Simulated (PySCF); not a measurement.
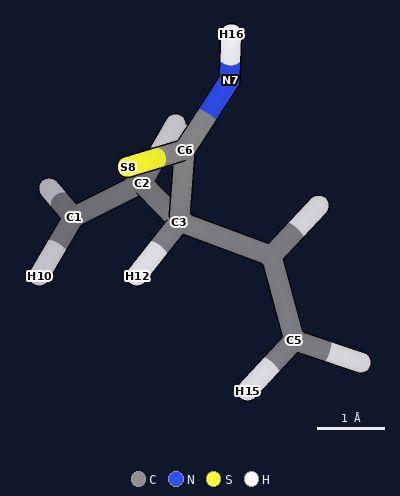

Figure 1. The structure (stick view, seen at a tilt; atoms are numbered from 1 in the order of the input).

# EPR calculation, with input and output: C6H8NS

- system: C6H8NS, multiplicity 2
- method: UKS B3LYP, pcH-1 on C H N S, non-relativistic, mean-field spin-orbit, GIAO (PySCF 2.14.0)

It belongs to a series of runs on one base structure; here: H removed from N.

Log
```
UKS, coarse grid
  cycle   1  E = -686.24942038  |g| = 4.00e-01
  cycle   2  E = -685.99575297  |g| = 8.07e-01
  cycle   3  E = -686.28105431  |g| = 2.77e-01
  cycle   4  E = -686.32208012  |g| = 4.59e-02
  cycle   5  E = -686.32247979  |g| = 3.80e-02
  cycle   6  E = -686.32319869  |g| = 1.01e-02
  cycle   7  E = -686.32325945  |g| = 5.11e-03
  cycle   8  E = -686.32327455  |g| = 3.17e-03
  cycle   9  E = -686.32328146  |g| = 1.80e-03
  cycle  10  E = -686.32328519  |g| = 8.14e-04
UKS, final grid
  cycle   1  E = -686.32330101  |g| = 1.71e-03
  cycle   2  E = -686.32329116  |g| = 4.90e-03
  cycle   3  E = -686.32330275  |g| = 2.61e-04
  cycle   4  E = -686.32330280  |g| = 1.78e-04
  cycle   5  E = -686.32330287  |g| = 4.39e-05
  cycle   6  E = -686.32330287  |g| = 1.64e-05
E = -686.32330287 Eh   <S^2> = 0.7532 (exact 0.7500)
g shifts (ppm)      1          2          3
  rmc          -233       -233       -233
  gc             -0         77         37
  oz_so       -1241      12583     271966
  total       -1380      12427     271877
hyperfine (MHz)  atom isotope    a_iso     a_fc   dipolar eigenvalues
    0   13C       0.34       0.34     -0.55     -0.07      0.62
    1   13C       3.42       3.42     -0.79     -0.32      1.11
    2   13C       5.45       5.45     -2.27     -1.46      3.73
    3   13C       3.11       3.11     -0.73     -0.31      1.04
    4   13C       0.26       0.26     -0.50     -0.03      0.52
    5   13C     -18.42     -18.42     -5.15      0.10      5.05
    6   14N      -1.06      -1.06     -7.50     -7.28     14.78
    7   33S      15.17      15.17    -84.59    -81.93    166.52
    8    1H      -0.28      -0.28     -0.57     -0.49      1.06
    9    1H      -0.38      -0.38     -0.84     -0.56      1.40
   10    1H       0.21       0.21     -1.47     -0.74      2.21
   11    1H      10.31      10.31     -4.97     -1.07      6.04
   12    1H       0.27       0.27     -1.42     -0.75      2.17
   13    1H      -0.22      -0.22     -0.56     -0.51      1.07
   14    1H      -0.32      -0.32     -0.88     -0.63      1.51
   15    1H      10.64      10.64    -11.30     -1.56     12.86
```

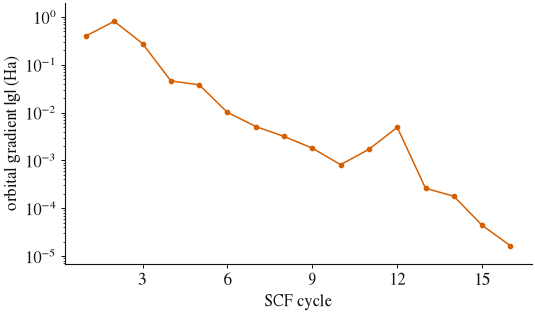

Figure 2. Convergence of the self-consistent field: orbital gradient |g| against the SCF cycle. All cycles printed in the log are drawn one after another.

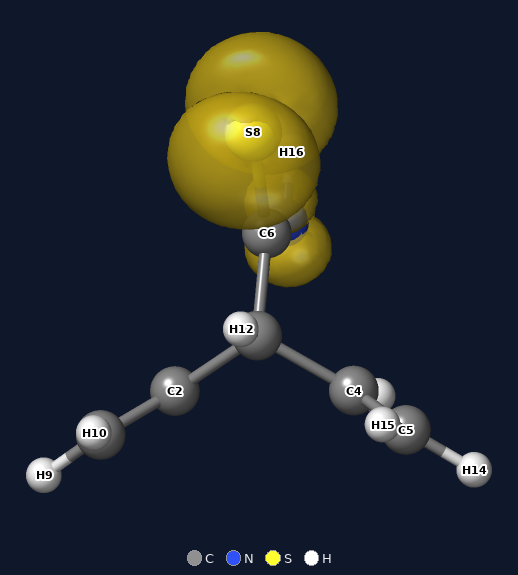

Figure 3. Isosurface of the spin density at +0.03 e/Å³ (yellow), seen at an oblique angle. The unpaired spin (1 electron) lies mostly on S8 (about 0.8) and N7 (about 0.1), in electrons by Hirshfeld's partition.

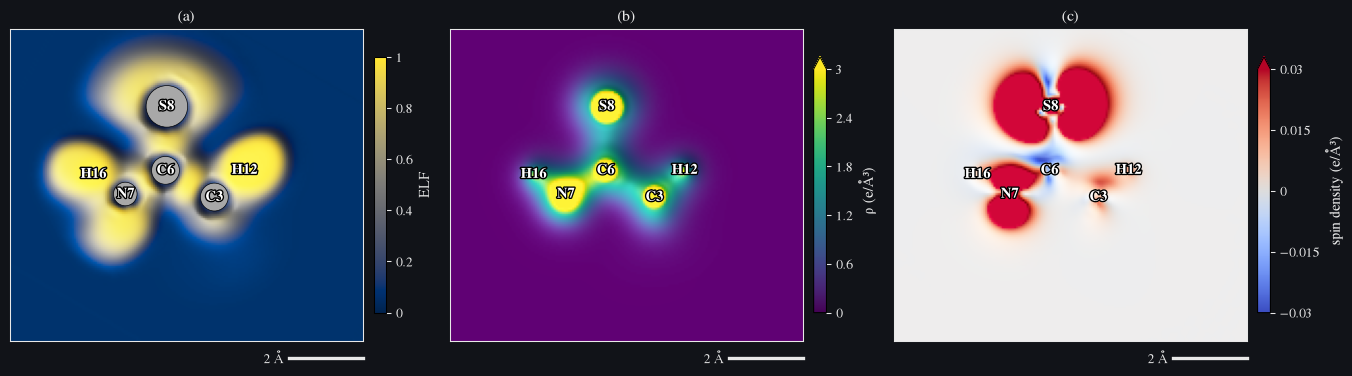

Figure 4. (a) ELF; (b) total electron density; (c) spin density on the plane of atoms C3, C6 and S8. Grey discs, where drawn, cover atomic cores. The section cuts through C, N, S and H sites. C–N (1.26 Å): ρ at the midpoint is about 2.8 e/Å³; the ELF peaks at about 0.90 between the atoms (a multiple bond by its length, whose ELF region spreads away from the axis). C–S (1.73 Å): ρ at the midpoint is about 1.4 e/Å³; the ELF peaks at about 0.90 between the atoms (a covalent bond). The unpaired spin (1 electron) lies mostly on S8 (about 0.8) and N7 (about 0.1), in electrons by Hirshfeld's partition.

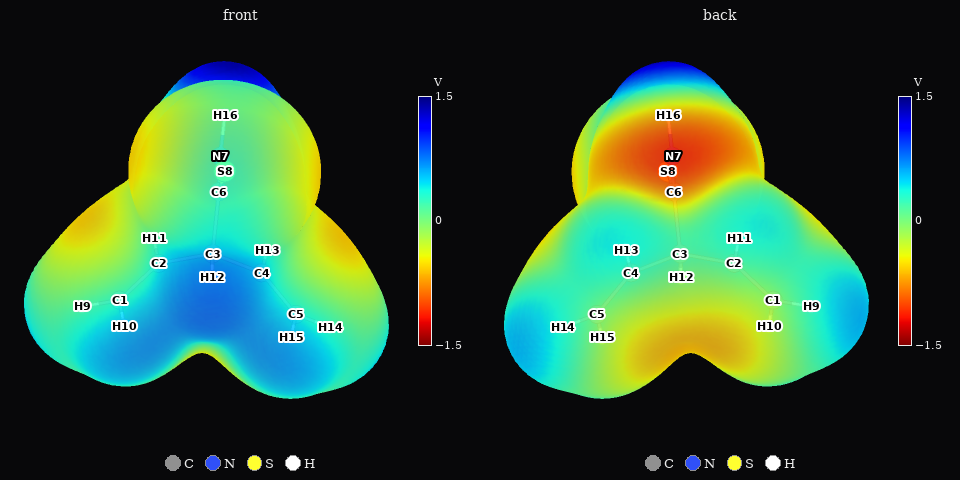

Figure 5. The molecular electrostatic potential painted on the density surface at 0.001 e/bohr³, seen face on and from behind; red is negative and blue positive. A positive charge is drawn to the negative regions and a negative charge to the positive ones.

The run was set up as follows.

Input file
```
{"job": {"kind": "epr", "basis": "pcH-1"}, "charge": 0, "multiplicity": 2}
C     -0.632842     2.337739     0.198853
C     -0.029916     1.308937    -0.364950
C      0.118692    -0.035346     0.294683
C     -0.691041    -1.051667    -0.465659
C     -1.713171    -1.706636     0.050080
C      1.567411    -0.447183     0.255089
N      2.179386    -0.557274    -0.843312
S      2.346822    -0.766038     1.767691
H     -0.738409     3.279914    -0.311075
H     -1.052262     2.281006     1.190152
H      0.391143     1.372658    -1.357628
H     -0.221326     0.015059     1.332788
H     -0.372602    -1.206974    -1.486156
H     -2.280819    -2.415556    -0.527862
H     -2.030658    -1.557850     1.069346
H      3.151994    -0.841847    -0.813452
```

The first line tells a small driver script what to run in PySCF; the rest is the geometry in Å.

Launch command:
```bash
OMP_NUM_THREADS=1 python <driver script> task.json out
```

Key numbers

```csv
quantity,value
outcome,converged
total energy,−686.323303 hartree
⟨S²⟩,0.753
isotropic g,2.0966
hardware,"1 CPU thread, shared host"
wall time,2 min
peak memory,0.96 GiB
```

Notes

Checks after the run noted: orbitally degenerate or nearly so: second-order g, spin-orbit hyperfine and D do not apply.
